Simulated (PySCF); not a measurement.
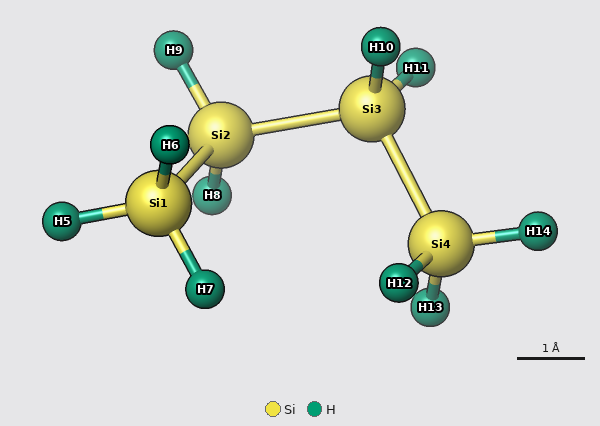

The structure (ball-and-stick view, seen at a tilt; atoms are numbered from 1 in the order of the input).

## Si4H10: one change and its effect

System: Si4H10 (tetrasilane), SMILES [SiH3][SiH2][SiH2][SiH3].
Method of run A: GIAO PBE0/STO-3G NMR shielding, non-relativistic, gas phase (PySCF 2.14.0).

The geometry comes from this level: PBE0-D3(BJ)/def2-SVP. Text and figures count atoms from 1; the logs count them from 0 in places.

**Input, run A**
```
{"job": {"kind": "nmr", "xc": "PBE0", "basis": "STO-3G", "pop": true}, "charge": 0, "multiplicity": 1}
Si     1.991801     1.031695     0.844348
Si     1.285089    -0.918902    -0.250793
Si    -0.975781    -1.293533     0.251850
Si    -2.219729     0.591012    -0.383625
H      3.432653     1.318904     0.566569
H      1.803143     0.876078     2.319813
H      1.169433     2.190399     0.377696
H      1.437174    -0.741224    -1.730156
H      2.124704    -2.082199     0.178068
H     -1.119356    -1.506854     1.727496
H     -1.486929    -2.509635    -0.456552
H     -1.726651     1.789207     0.363332
H     -2.044895     0.837140    -1.848497
H     -3.674634     0.405529    -0.093139
```

The first line tells a small driver script what to run in PySCF; the rest is the geometry in Å.

Command:
```bash
OMP_NUM_THREADS=1 python <driver script> task.json out
```

Hardware: 1 CPU thread, shared host.

**Output (run A)**
```
coarse grid: 12696 points
cycle   1  E = -1150.1416058711  dE = -1.093e+00  |g| = 1.019e-01  |ddm| = 3.787e+00
cycle   2  E = -1150.1449743534  dE = -3.368e-03  |g| = 5.961e-02  |ddm| = 3.039e-01
cycle   3  E = -1150.1464139870  dE = -1.440e-03  |g| = 4.946e-03  |ddm| = 1.120e-01
cycle   4  E = -1150.1464249042  dE = -1.092e-05  |g| = 1.267e-03  |ddm| = 1.185e-02
cycle   5  E = -1150.1464256340  dE = -7.298e-07  |g| = 2.330e-04  |ddm| = 2.930e-03
final grid: 101424 points
cycle   6  E = -1150.0954260704  dE = -2.343e-06  |g| = 1.157e-03  |ddm| = 6.207e-03
cycle   7  E = -1150.0954264138  dE = -3.434e-07  |g| = 7.945e-04  |ddm| = 3.553e-03
cycle   8  E = -1150.0954266811  dE = -2.673e-07  |g| = 1.242e-05  |ddm| = 1.399e-03
cycle   9  E = -1150.0954266811  dE = -6.867e-11  |g| = 3.624e-06  |ddm| = 3.086e-05
converged SCF energy = -1150.0954266811

GIAO shielding tensors (ppm)
atom      isotropic    diamagn.    paramagn.     s11        s22        s33       span
  0 Si     599.376     871.536    -272.160    587.717    595.770    614.642     26.926
  1 Si     596.870     873.177    -276.307    586.958    593.866    609.786     22.827
  2 Si     596.879     873.094    -276.215    586.956    593.873    609.808     22.852
  3 Si     599.397     871.637    -272.240    587.723    595.825    614.642     26.920
  4 H       31.125      30.172       0.953     27.293     28.039     38.042     10.749
  5 H       31.153      32.371      -1.218     27.298     29.050     37.112      9.814
  6 H       31.126      34.241      -3.115     26.565     30.272     36.542      9.977
  7 H       31.274      33.359      -2.085     27.530     28.591     37.700     10.170
  8 H       31.243      31.098       0.144     27.156     28.322     38.250     11.093
  9 H       31.273      32.869      -1.596     27.523     28.599     37.697     10.174
 10 H       31.244      31.225       0.019     27.153     28.326     38.252     11.098
 11 H       31.126      34.142      -3.015     26.565     30.270     36.544      9.979
 12 H       31.156      32.807      -1.652     27.301     29.050     37.116      9.815
 13 H       31.126      30.154       0.972     27.296     28.040     38.043     10.747
```

The input of run B differs as follows (lines with − go, lines with + come):
```diff
-"basis": "STO-3G"
+"basis": "6-31G"
```

What does this change do to the results?

The total energy of run B is 8282.1 kcal/mol lower, which measures the change of basis and not a stability. The HOMO goes from −5.46 to −7.99 eV. The LUMO goes from 5.59 to 0.25 eV. The dipole moment goes from 0.21 to 0.07 D. Of all shieldings, the largest change is that of Si1 and Si4, by −72.7 ppm. The number of SCF iterations is the same. The basis functions go from 46 to 72.

**Output (run B)**
```
coarse grid: 12696 points
cycle   1  E = -1163.3543369795  dE = -3.064e-01  |g| = 9.094e-02  |ddm| = 3.048e+00
cycle   2  E = -1163.3568392628  dE = -2.502e-03  |g| = 4.167e-02  |ddm| = 2.312e-01
cycle   3  E = -1163.3575406763  dE = -7.014e-04  |g| = 1.322e-02  |ddm| = 9.831e-02
cycle   4  E = -1163.3576189822  dE = -7.831e-05  |g| = 1.472e-03  |ddm| = 2.787e-02
cycle   5  E = -1163.3576199576  dE = -9.754e-07  |g| = 3.411e-04  |ddm| = 3.467e-03
final grid: 101424 points
cycle   6  E = -1163.2938008672  dE = -2.383e-06  |g| = 4.647e-04  |ddm| = 8.370e-03
cycle   7  E = -1163.2938009109  dE = -4.370e-08  |g| = 2.961e-04  |ddm| = 1.404e-03
cycle   8  E = -1163.2938009488  dE = -3.790e-08  |g| = 3.164e-05  |ddm| = 5.885e-04
cycle   9  E = -1163.2938009493  dE = -4.834e-10  |g| = 6.589e-06  |ddm| = 8.625e-05
converged SCF energy = -1163.2938009493

GIAO shielding tensors (ppm)
atom      isotropic    diamagn.    paramagn.     s11        s22        s33       span
  0 Si     526.665     881.747    -355.082    520.852    527.995    531.146     10.294
  1 Si     533.100     881.885    -348.786    525.432    533.355    540.512     15.080
  2 Si     533.094     881.852    -348.759    525.441    533.444    540.396     14.955
  3 Si     526.713     881.777    -355.065    520.909    528.086    531.143     10.234
  4 H       29.368      29.038       0.330     25.700     26.373     36.030     10.330
  5 H       29.374      29.702      -0.328     25.732     27.447     34.944      9.212
  6 H       29.288      30.084      -0.796     24.818     28.768     34.278      9.460
  7 H       29.585      30.385      -0.800     25.924     27.037     35.793      9.869
  8 H       29.515      29.853      -0.338     25.480     26.667     36.399     10.919
  9 H       29.583      30.350      -0.767     25.919     27.043     35.786      9.867
 10 H       29.517      29.882      -0.365     25.478     26.670     36.403     10.924
 11 H       29.287      30.076      -0.789     24.818     28.765     34.279      9.461
 12 H       29.374      29.779      -0.405     25.731     27.446     34.947      9.216
 13 H       29.370      29.045       0.325     25.705     26.374     36.031     10.326
```

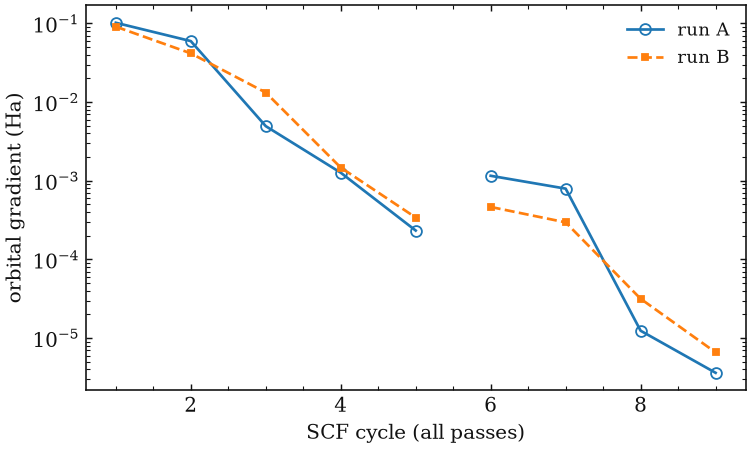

Convergence of the two runs: orbital gradient against the SCF cycle. A break in a curve parts two SCF passes (coarse and final grid). Run A takes 9 cycles in all, and run B takes 9.

**The two runs side by side**

```tsv
quantity	run A	run B
outcome	converged	converged
total energy (hartree)	−1150.095427	−1163.293801
HOMO (eV)	−5.46	−7.99
LUMO (eV)	5.59	0.25
dipole moment (D)	0.21	0.07
shielding of Si1 (ppm)	599.4	526.7
shielding of Si2 (ppm)	596.9	533.1
shielding of Si3 (ppm)	596.9	533.1
shielding of Si4 (ppm)	599.4	526.7
shielding of H7 (ppm)	31.1	29.3
shielding of H12 (ppm)	31.1	29.3
shielding of H13 (ppm)	31.2	29.4
SCF iterations	9	9
basis functions	46	72
wall time (shared host)	3 s	5.3 s
```
